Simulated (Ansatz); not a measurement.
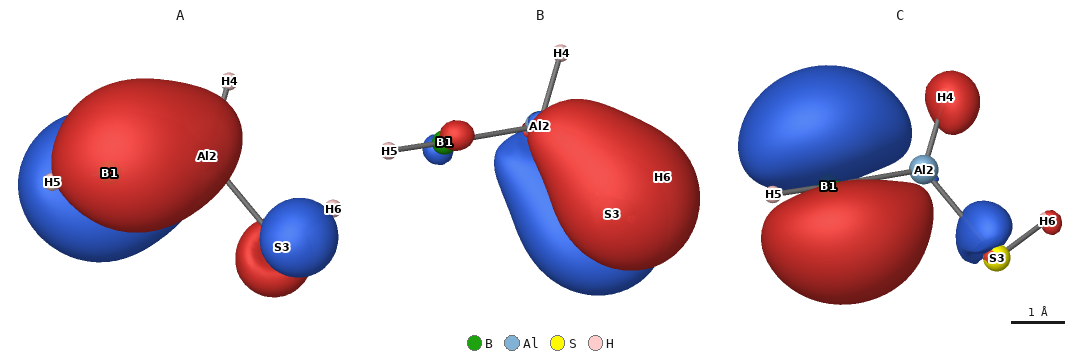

AlBH3S (doublet). Three frontier orbitals at ±0.08 Å⁻³ᐟ² (blue and red are the two phases), in no order.

Geometry: PBE0-D4/def2-TZVP.

Method: UKS PBE0-D4/def2-TZVPP (Ansatz).

Input file:

```
crystal:
  periodic: [false, false, false]
  atoms:
    - {symbol: B, position_ang: [-0.412329, -0.039351, -1.251480]}
    - {symbol: Al, position_ang: [0.622851, -0.296538, 0.485278]}
    - {symbol: S, position_ang: [0.883558, 1.459930, 1.771041]}
    - {symbol: H, position_ang: [1.220495, -1.699106, 0.907608]}
    - {symbol: H, position_ang: [-1.006183, 0.092361, -2.270273]}
    - {symbol: H, position_ang: [1.576947, 0.771090, 2.693396]}
basis:
  gaussian: {orbitals: def2-TZVPP}
magnetization: {spin_polarized: true, initial_magnetization: 1}
hamiltonian: {xc: pbe0, dispersion: d4}
output: {orbitals: {seedname: orbitals}}
```

Run with:

```sh
ansatz run in.yaml --threads 2 --pin off --events-out ev --progress --plain --max-ram 4352MiB
```

> Which picture is the HOMO−1, the HOMO and the LUMO? All are α orbitals.

B is the HOMO−1 (α) (−7.82 eV). Its weight (Hirshfeld) is mainly on S3 (about 80 %) and Al2 (about 15 %); it changes sign across the molecular plane (π type). A is the HOMO (α) (−5.87 eV). It lies mainly on B1 (about 65 %), Al2 (about 20 %) and S3 (about 5 %); it changes sign across the molecular plane (π type); π-bonding across B1–Al2. C is the LUMO (α) (−2.96 eV). It lies mainly on B1 (about 70 %), Al2 (about 20 %) and H5 (about 5 %); it is symmetric in the molecular plane (an in-plane orbital: σ, lone-pair or in-plane π type).

> What is the gap between the highest occupied and lowest empty α orbitals?

2.91 eV between the orbital energies.
